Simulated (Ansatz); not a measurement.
# The cluster TiO₂− (doublet): reading failed and doubtful runs

2 inputs were typed for the cluster TiO₂− (doublet). Each is run as it stands; the log then has to tell whether the result can be used.

Computed with Ansatz 0.2.0, Gaussian basis. Level: the settings change from run to run.

## Step 1: The molecule

The geometry comes from an earlier relaxation with PBE-D4 in a triple-zeta def2 set; it is a stationary point.

3 atoms, charge -1, spin multiplicity 2.

Atoms are counted from 1 here; the program's logs count them from 0.

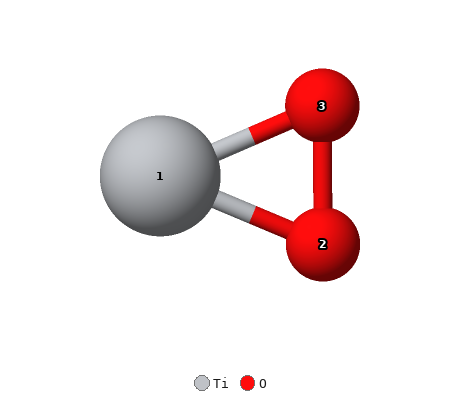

The geometry (titanium light grey, oxygen red); atoms are numbered from 1 in the order of the file.

As a file:

```xyz
3
O2Ti
Ti   -0.04594    1.06704    0.39959
O     0.51478   -0.70392    0.31218
O    -0.46884   -0.36312   -0.71177
```

## Step 2: Input 1

Input file in.yaml:

```yaml
crystal:
  periodic: [false, false, false]
  atoms:
    - {symbol: Ti, position_ang: [0.138976, 1.106016, 0.385765]}
    - {symbol: O, position_ang: [0.379640, -0.717910, 0.052800]}
    - {symbol: O, position_ang: [-0.286358, -0.428217, -0.645137]}
basis:
  gaussian: {orbitals: def2-mTZVP}
total_charge: -1
magnetization: {spin_polarized: true, initial_magnetization: 1}
hamiltonian: {xc: {name: HF}, dispersion: rvv10}
scf: {omitted_lower_state_checks: [starts]}
output: {forces: true}
```

The run is started by

```
> ansatz run in.yaml --threads 2 --pin off --events-out ev --progress --plain --max-ram 4352MiB
```

The program printed:

```text
Error: inconsistent input (hamiltonian.dispersion, hamiltonian.xc): `dispersion: rvv10` has no transferable b for PBE exchange — Sabatini et al. (2013) fitted b=6.3 to rPW86, and the PBE refits of Peng & Perdew (2017) are task-dependent (b=6.6 S22 / b=10.0 layered). Use `xc: {exchange: rpw86, correlation: pbe}` for the original rVV10 or `xc: r2scan` for the r²SCAN+rVV10 pairing
```

Wall time 0.05 s (2 threads of Intel Xeon Platinum 8259CL at 2.50GHz, shared host).

Diagnosis: The program refused the input. The dispersion term doesn't go with the functional. Its coordinates are also moved off the relaxed structure. Fix: leave the dispersion key out, or pick one that has parameters for this functional.

## Step 3: Input 2

Input file in.yaml:

```yaml
crystal:
  periodic: [true, true, true]
  atoms:
    - {symbol: Ti, position_ang: [-0.045941, 1.067041, 0.399595]}
    - {symbol: O, position_ang: [0.514782, -0.703921, 0.312182]}
    - {symbol: O, position_ang: [-0.468841, -0.363120, -0.711767]}
basis:
  gaussian: {orbitals: def2-TZVP, nuclear_model: gaussian}
total_charge: -1
magnetization: {spin_polarized: true, initial_magnetization: 1}
hamiltonian: {xc: {name: revPBE0}}
scf: {omitted_lower_state_checks: [starts]}
```

Launched as before.

The program printed:

```text
Error: YAML parse error: error: line 2 column 3: crystal: missing field `lattice` (a structure is typed as `lattice` and `atoms`, a molecule's as `atoms` in Å alone, or read from a run's directory, `checkpoint`)
 --> <input>:2:3
  |
1 | crystal:
2 |   periodic: [true, true, true]
  |   ^ crystal: missing field `lattice` (a structure is typed as `lattice` and `atoms`, a molecule's as `atoms` in Å alone, or read from a run's directory, `checkpoint`)
3 |   atoms:
4 |     - {symbol: Ti, position_ang: [-0.045941, 1.067041, 0.399595]}
  |
```

Run time: 0.05 s. Hardware: 2 threads of Intel Xeon Platinum 8259CL at 2.50GHz, shared host.

Diagnosis: The program refused the input. The molecule is marked periodic without a cell. To mend it, set periodic to false, or give a lattice.

## Step 4: Summary

```csv
input,level,ended,cause,time
1,HF/def2-mTZVP,refused,the dispersion term doesn't go with the functional,0.05 s
2,revPBE0/def2-TZVP,refused,the molecule is marked periodic without a cell,0.05 s
```

In words: 2 refused. A refusal costs next to no computing time.
